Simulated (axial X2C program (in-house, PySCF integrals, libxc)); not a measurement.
# OsBr in the non-relativistic limit (speed of light times 100): from the state search to constants

What are the state, bond length, wavenumber and bond energy of OsBr?

The runs use an in-house X2C program for linear molecules on PySCF integrals; all-electron X2C, Os dyall-v2z, Br dyall-v2z.

All values are calculated.

## Step 1: Input

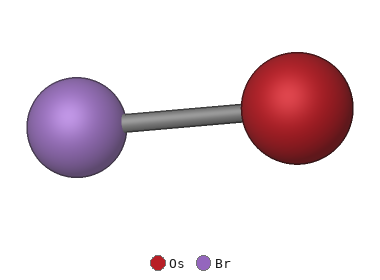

The two atoms at 2.430 Å (osmium red, bromine purple).

File task.json:

```json
{
 "zs": [
  76,
  35
 ],
 "q": 0,
 "bas": [
  "dyall-v2z",
  "dyall-v2z"
 ],
 "levels": [
  "PBE0",
  "HF",
  "PBEsol",
  "PBE"
 ],
 "cc": false,
 "r0": 2.43,
 "npts": 10,
 "nst": 2,
 "ntry": 6,
 "opt": {
  "cfac": 100
 }
}
```

Keys: zs atomic numbers; q charge; bas basis sets; levels methods (HF also brings MP2); cc coupled cluster on or off; r0 starting distance in Å; npts points asked for on the curve; nst determinants followed; ntry starts of the search; cfac factor on the speed of light (100 gives the non-relativistic limit).

On the command line:

```bash
python so2c.py task.json out
```

The Hamiltonian is the X2C one with the speed of light multiplied by 100, which is the non-relativistic limit. Basis: Os dyall-v2z contracted to [10s9p7d5f], Br dyall-v2z contracted to [7s7p4d]; Gaussian nuclei, density fitting. Masses: Os 191.961 u, Br 78.918 u.

Notation: σ, π±, δ± give the projection m of an orbital's angular momentum (0, ±1, ±2), α and β its spin, Λ and M_S the sums; ω is the projection of a spinor's total angular momentum and Ω the sum. Logs are in hartree.

The results follow Hamiltonian by Hamiltonian and level by level.

## Step 2: Search for the lowest determinant

Determinants are compared with PBE0 at 2.430 Å.

Spin-free determinants:

| ΔE (eV) | state | open shells |
| --- | --- | --- |
| 0.00 | M_S = 3/2, Λ = 3 | beyond closed shells: σα, π+α, π+β, π-α, δ+α, δ+β, δ-α |
| 0.08 | M_S = 3/2, Λ = 0 | beyond closed shells: σα, δ+α, δ-α |
| 0.09 | M_S = 3/2, Λ = 2 | beyond closed shells: π+α, π-α, δ+α, δ+β, δ-α |
| 0.12 | M_S = 3/2, Λ = 1 | beyond closed shells: σα, π+α, π-α, π-β, δ+α, δ+β, δ-α |
| 0.27 | M_S = 3/2, Λ = 0 | beyond closed shells: σα, π+α, π-α |
| 0.59 | M_S = 3/2, Λ = 1 | beyond closed shells: π+α, π+β, π-α, δ+α, δ-α |
| 0.63 | M_S = 1/2, Λ = 1 | beyond closed shells: σα, π+β, π-α, π-β, δ+α, δ+β, δ-α |

## Step 3: PBE0, non-rel.

State followed: M_S = 3/2, Λ = 3 (beyond closed shells: σα, π+α, π+β, π-α, δ+α, δ+β, δ-α). The scan is laid around 2.462 Å, a first estimate of the minimum, and this SCF restarts from the orbitals of the search.

Output at 2.462 Å:

```text
spin-free X2C-1e  PBE0
basis functions 155  fitting functions 1146  grid points 5799
iter        total energy     max residual
   1     -18868.059694603     3.81e-01
   2     -18868.109779096     2.35e-03
   3     -18868.109628444     4.94e-03
   4     -18868.109875763     3.46e-04
   5     -18868.109877774     2.11e-04
   6     -18868.109878706     2.37e-05
   7     -18868.109878757     1.73e-05
   8     -18868.109878775     7.54e-06
   9     -18868.109878778     1.82e-06
  10     -18868.109878778     6.56e-07
converged
one-electron -27249.38771222  Coulomb 8221.61581760  exact exchange -101.66376359  xc functional -310.40914382  nuclear repulsion 571.73492325
```

Along the bond, energies from the lowest point:

| R (Å) | E (eV) | μ (D) | HOMO (eV) | LUMO (eV) | iterations |
| --- | --- | --- | --- | --- | --- |
| 2.142 | 0.8299 | -3.19 | -5.26 | -2.68 | 11 |
| 2.240 | 0.3304 | -3.65 | -5.39 | -2.69 | 11 |
| 2.314 | 0.1251 | -3.99 | -5.48 | -2.74 | 11 |
| 2.388 | 0.0240 | -4.34 | -5.58 | -2.80 | 11 |
| 2.462 | 0.0000 | -4.68 | -5.68 | -2.87 | 10 |
| 2.548 | 0.0427 | -5.08 | -5.79 | -2.95 | 10 |
| 2.634 | 0.1389 | -5.48 | -5.90 | -3.04 | 10 |
| 2.745 | 0.3142 | -5.98 | -6.04 | -3.17 | 10 |
| 2.881 | 0.5736 | -6.58 | -6.18 | -3.33 | 11 |
| 3.078 | 0.9844 | -7.42 | -6.28 | -3.58 | 12 |

Dipoles are positive if Br is the positive end.

Outer orbitals at the reference distance:

| symmetry | occupied | ε (eV) | atomic character |
| --- | --- | --- | --- |
| σα | yes | -20.13 | 82% Br s, 7% Os p, 5% Os d |
| σβ | yes | -19.98 | 82% Br s, 7% Os p, 5% Os d |
| σα | yes | -9.70 | 49% Br p, 44% Os d, 3% Br s |
| σβ | yes | -8.89 | 72% Br p, 16% Os d, 5% Os s |
| π-α | yes | -8.67 | 59% Os d, 40% Br p |
| π+α | yes | -8.67 | 59% Os d, 40% Br p |
| π+β | yes | -8.03 | 68% Br p, 29% Os d |
| δ+α | yes | -7.66 | 100% Os d |
| δ-α | yes | -7.66 | 100% Os d |
| π-β | yes | -7.65 | 82% Br p, 13% Os d, 3% Os p |
| σα | yes | -6.72 | 46% Os d, 28% Br p, 24% Os s |
| π+α | yes | -6.69 | 53% Br p, 42% Os d, 4% Os p |
| π-α | yes | -6.69 | 53% Br p, 42% Os d, 4% Os p |
| δ+β | yes | -5.94 | 100% Os d |
| π+β | yes | -5.68 | 72% Os d, 25% Br p, 3% Os p |
| π-β | no | -2.87 | 86% Os d, 10% Br p, 3% Os p |
| σβ | no | -2.73 | 54% Os d, 41% Os s, 4% Br p |
| σα | no | -2.68 | 58% Os s, 28% Os p, 8% Br p |
| δ-β | no | -2.48 | 100% Os d |

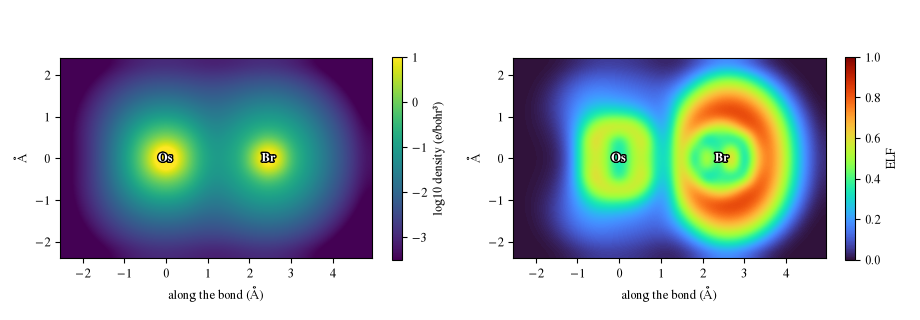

PBE0 fields in a plane through the axis, from a grid of 0.3 Å; Os lies at z = 0 and Br at z = 2.462 Å; the ELF is damped to zero where the density is low.

Re = 2.453 Å, ωe = 228.7 cm⁻¹, ωexe = 0.499 cm⁻¹, Be = 0.05011 cm⁻¹, De = 3.28 eV, μ = -4.64 D.

## Step 4: HF, non-rel.

The SCF at the reference distance of 2.462 Å:

```text
spin-free X2C-1e  HF
basis functions 155  fitting functions 1146  grid points 5799
iter        total energy     max residual
   1     -18862.692025735     3.76e-01
   2     -18862.739760463     1.96e-02
   3     -18862.742939313     1.43e-02
   4     -18862.743990205     2.17e-03
   5     -18862.744417449     1.65e-03
   6     -18862.744520924     8.38e-04
   7     -18862.744581771     4.45e-04
   8     -18862.744594603     2.27e-04
   9     -18862.744597940     7.06e-05
  10     -18862.744598512     2.59e-05
  11     -18862.744598590     8.32e-06
  12     -18862.744598603     3.04e-06
  13     -18862.744598605     1.18e-06
converged
one-electron -27252.36317603  Coulomb 8224.87280145  exact exchange -406.98914728  xc functional 0.00000000  nuclear repulsion 571.73492325
```

Re = 2.611 Å, ωe = 195.7 cm⁻¹, ωexe = 0.396 cm⁻¹, Be = 0.0442 cm⁻¹, De = 2.22 eV, μ = -7.30 D.

## Step 5: PBEsol, non-rel.

Output at 2.462 Å:

```text
spin-free X2C-1e  PBEsol
basis functions 155  fitting functions 1146  grid points 5799
iter        total energy     max residual
   1     -18861.970747261     1.70e-01
   2     -18861.975667451     1.61e-02
   3     -18861.957585970     2.53e-02
   4     -18861.973723851     2.44e-02
   5     -18861.981492809     1.12e-03
   6     -18861.981502194     1.13e-03
   7     -18861.981527263     1.38e-04
   8     -18861.981527869     2.08e-05
   9     -18861.981527875     6.28e-06
  10     -18861.981527876     2.84e-06
converged
one-electron -27246.54088385  Coulomb 8218.61350641  exact exchange 0.00000000  xc functional -405.78907369  nuclear repulsion 571.73492325
```

Re = 2.401 Å, ωe = 245.2 cm⁻¹, ωexe = 0.593 cm⁻¹, Be = 0.05228 cm⁻¹, De = 3.75 eV, μ = -3.39 D.

## Step 6: PBE, non-rel.

Output at 2.462 Å:

```text
spin-free X2C-1e  PBE
basis functions 155  fitting functions 1146  grid points 5799
iter        total energy     max residual
   1     -18867.808574140     1.27e-01
   2     -18867.811696978     1.22e-02
   3     -18867.796815679     2.03e-02
   4     -18867.812330721     1.91e-02
   5     -18867.816197820     1.40e-03
   6     -18867.816249679     7.90e-04
   7     -18867.816264653     1.20e-04
   8     -18867.816265118     2.63e-05
   9     -18867.816265123     1.05e-05
  10     -18867.816265124     2.30e-06
converged
one-electron -27247.18109289  Coulomb 8219.29924236  exact exchange 0.00000000  xc functional -411.66933784  nuclear repulsion 571.73492325
```

Re = 2.434 Å, ωe = 232.6 cm⁻¹, ωexe = 0.572 cm⁻¹, Be = 0.05087 cm⁻¹, De = 3.43 eV, μ = -3.54 D.

## Step 7: MP2, non-rel.

Correlated methods: 15 electrons correlated (frozen shells, counted by type: Os 5 s, 4 p, 2 d, 1 f; Br 3 s, 2 p, 1 d), 165 virtual spinors in MP2.

MP2: Re = 2.491 Å, ωe = 221.1 cm⁻¹, Be = 0.0486 cm⁻¹, De = 3.04 eV.

## Step 8: A higher determinant, non-rel.

State: M_S = 3/2, Λ = 0 (beyond closed shells: σα, δ+α, δ-α).

Output at the reference distance:

```text
spin-free X2C-1e  PBE0
basis functions 155  fitting functions 1146  grid points 5799
iter        total energy     max residual
   1     -18868.056945310     3.80e-01
   2     -18868.107253252     2.11e-03
   3     -18868.107221320     3.12e-03
   4     -18868.107315508     3.39e-04
   5     -18868.107316067     2.04e-04
   6     -18868.107316756     1.92e-05
   7     -18868.107316793     1.14e-05
   8     -18868.107316803     4.54e-06
   9     -18868.107316805     1.90e-06
  10     -18868.107316805     2.79e-07
converged
one-electron -27247.99842847  Coulomb 8220.23878972  exact exchange -101.66550130  xc functional -310.41710001  nuclear repulsion 571.73492325
```

| R (Å) | E above the lowest PBE0 point (eV) |
| --- | --- |
| 2.142 | 1.115 |
| 2.240 | 0.521 |
| 2.314 | 0.263 |
| 2.388 | 0.123 |
| 2.462 | 0.070 |
| 2.548 | 0.088 |
| 2.634 | 0.167 |
| 2.745 | 0.326 |
| 2.881 | 0.573 |

Re = 2.483 Å, ωe = 228.3 cm⁻¹, ωexe = 0.532 cm⁻¹, Be = 0.04887 cm⁻¹, μ = -5.00 D. Te = 0.07 eV.

## Step 9: The non-rel. curves together

Energy (eV) of the followed determinant, non-rel., from each level's lowest point:

| R (Å) | PBE0 | HF | MP2 | PBEsol | PBE |
| --- | --- | --- | --- | --- | --- |
| 2.142 | 0.830 | 1.636 | 0.977 | 0.625 | 0.750 |
| 2.240 | 0.330 | 0.884 | 0.433 | 0.204 | 0.278 |
| 2.314 | 0.125 | 0.510 | 0.192 | 0.052 | 0.092 |
| 2.388 | 0.024 | 0.260 | 0.056 | 0.000 | 0.009 |
| 2.462 | 0.000 | 0.104 | 0.000 | 0.020 | 0.000 |
| 2.548 | 0.043 | 0.015 | 0.011 | 0.107 | 0.057 |
| 2.634 | 0.139 | 0.000 | 0.083 | 0.241 | 0.164 |
| 2.745 | 0.314 | 0.058 | 0.238 | 0.454 | 0.347 |
| 2.881 | 0.574 | 0.207 | 0.487 | 0.747 | 0.608 |
| 3.078 | 0.984 | 0.506 | 0.904 | 1.183 | 1.007 |

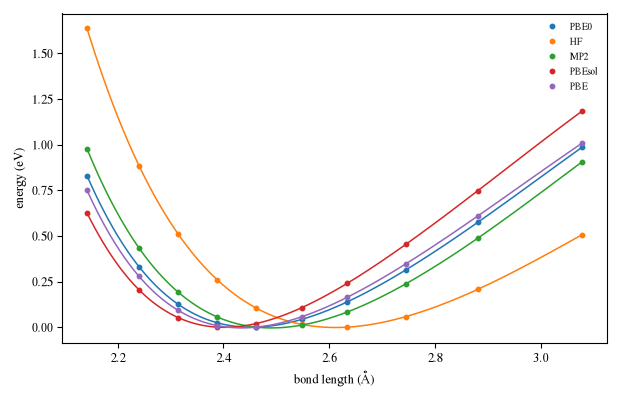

Curves of the followed state, non-rel., each from its own lowest point.

Time for the job: 78 s (1 thread, shared host).

## Step 10: Constants

Lowest determinant that the search found at its distance, non-rel.: M_S = 3/2, Λ = 3 (beyond closed shells: σα, π+α, π+β, π-α, δ+α, δ+β, δ-α).

| Hamiltonian | level | Re (Å) | ωe (cm⁻¹) | De (eV) | μ (D) |
| --- | --- | --- | --- | --- | --- |
| non-rel. | PBE0 | 2.453 | 228.7 | 3.28 | -4.64 |
| non-rel. | HF | 2.611 | 195.7 | 2.22 | -7.30 |
| non-rel. | MP2 | 2.491 | 221.1 | 3.04 | n/a |
| non-rel. | PBEsol | 2.401 | 245.2 | 3.75 | -3.39 |
| non-rel. | PBE | 2.434 | 232.6 | 3.43 | -3.54 |

Dipoles are positive if Br is the positive end.

Time per point (s) on 1 thread, shared host (non-rel. runs); the times are rough: PBE0 0.79, HF 0.53, MP2 0.65, PBEsol 0.39, PBE 0.41.

Bond lengths run from 2.401 Å (non-rel. PBEsol) to 2.611 Å (non-rel. HF).

De refers to Os + Br, each in the lowest determinant found, which need not be this curve's own limit. Each curve is one determinant whose occupation by symmetry is held fixed; it was picked as the lowest of a PBE0 search that is not exhaustive. Dissociation energies refer to the lowest single-determinant-based atoms at the same level and basis. With several unpaired electrons one determinant need not be a pure state. At some level an empty orbital lies below a filled one. These are model numbers, with the speed of light changed.
